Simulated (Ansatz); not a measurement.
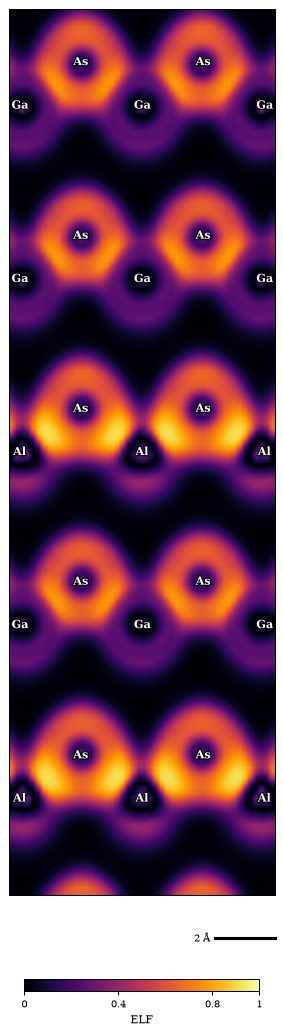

Al₂Ga₃As₅. ELF on the (010) plane of the conventional cell.

Space group I-4m2; a structure generated by program, which may or may not match a known phase.

Level of theory: Ansatz, DFT PBE, scalar-relativistic, plane waves, PAW.

Core electrons are frozen (PAW), and the valence fields are smoothed inside the atomic spheres.

```
Al Ga As
1.0
     4.05758    0.00000    0.00000
     0.00000    4.05758    0.00000
     0.00000    0.00000   28.69804
Al Ga As
4 6 10
Direct
  0.50000 0.50000 0.20015
  0.00000 0.00000 0.70015
  0.00000 0.00000 0.29985
  0.50000 0.50000 0.79985
  0.50000 0.50000 0.39981
  0.00000 0.00000 0.89981
  0.50000 0.50000 0.00000
  0.00000 0.00000 0.50000
  0.00000 0.00000 0.10019
  0.50000 0.50000 0.60019
  0.50000 0.00000 0.34952
  0.00000 0.50000 0.84952
  0.00000 0.50000 0.44991
  0.50000 0.00000 0.94991
  0.00000 0.50000 0.05009
  0.50000 0.00000 0.55009
  0.50000 0.00000 0.15048
  0.00000 0.50000 0.65048
  0.00000 0.50000 0.25000
  0.50000 0.00000 0.75000
```

**What do the fields say about this system?**

The section cuts through Al, Ga and As sites.
Al–As (2.48 Å): the ELF peaks at about 0.90 between the atoms, as expected for a shared electron pair.
Ga–As (2.49 Å): the ELF peaks at about 0.80 between the atoms (a covalent bond).
